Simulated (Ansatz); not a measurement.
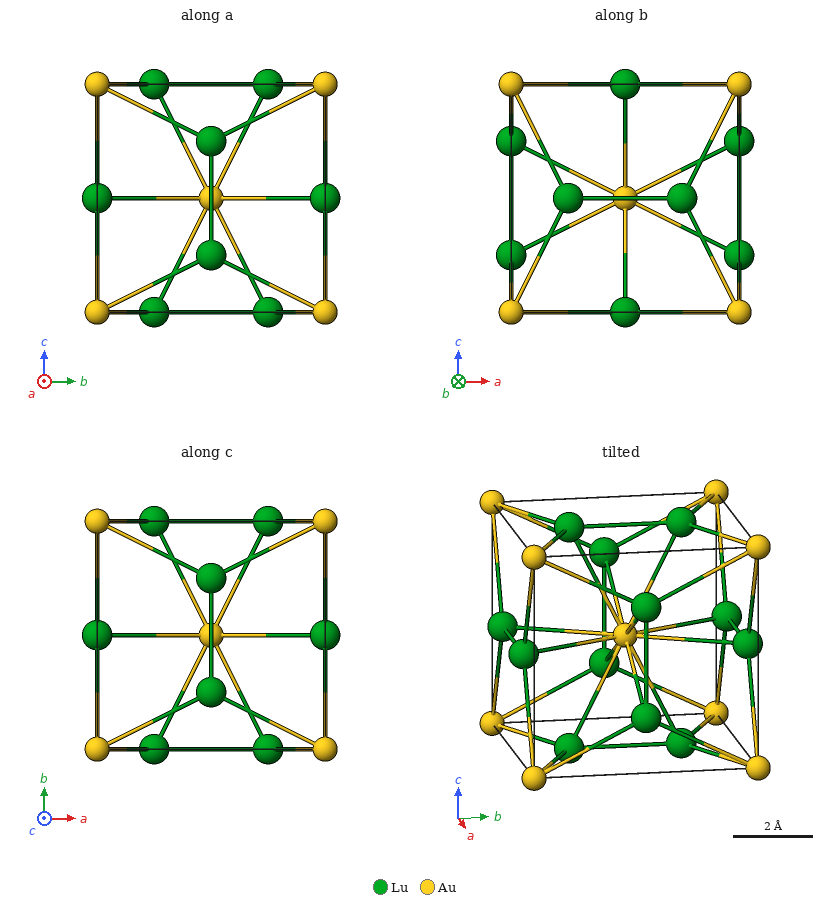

The image is a ball-and-stick drawing of a crystal, viewed along the a axis, along the b axis, along the c axis and slightly off an axis. Thin lines show the conventional unit cell, with boundary atoms drawn in all their periodic places.

Lattice parameters: a = 5.830 Å, b = 5.830 Å, c = 5.830 Å, α = 90.00°, β = 90.00°, γ = 90.00°. Put a along x and b in the xy plane.

> Put the structure into a POSCAR file.

```
Lu Au
1.0
     5.830    0.000    0.000
     0.000    5.830    0.000
     0.000    0.000    5.830
Lu Au
6 2
Direct
  0.2500 0.0000 0.5000
  0.5000 0.7500 0.0000
  0.7500 0.0000 0.5000
  0.5000 0.2500 0.0000
  0.0000 0.5000 0.7500
  0.0000 0.5000 0.2500
  0.0000 0.0000 0.0000
  0.5000 0.5000 0.5000
```

It goes back to a structure type filled with these elements by a generator (whether the compound takes this form wasn't checked). The structure drawn was relaxed with Ansatz, DFT PBE, scalar-relativistic, plane waves, PAW.
